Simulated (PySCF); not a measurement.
SMILES [O]=[Cr](=[O])=[O], PBE0/def2-SVP optimised geometry. Atoms within 1.6 Å of the plane z = 1.2 Å (x, y, z in Å): Cr1 (-0.46, -0.23, 0.00), O2 (-1.09, 1.19, 0.00), O3 (1.09, -0.23, 0.00), O4 (-1.09, -1.19, 1.04).

Computed with PBE0/def2-TZVP (PySCF). Cells within 0.4 Å of a nucleus heavier than hydrogen are left out (blank, or x).

Map of the Laplacian of the electron density (e/bohr⁵) on the plane z = 1.2 Å:

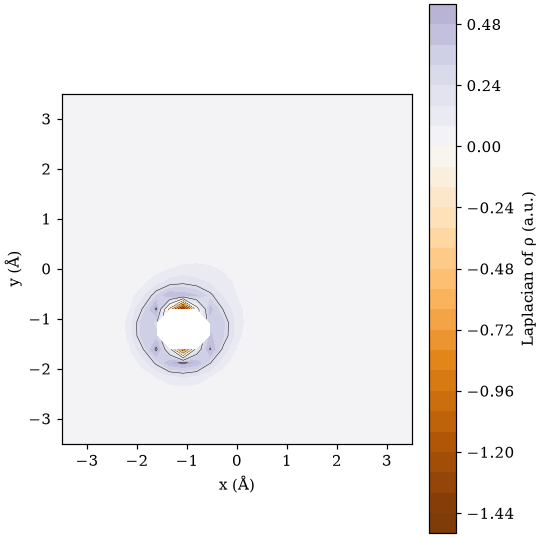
Figure. Laplacian of the electron density (e/bohr⁵) on the plane z = 1.2 Å.
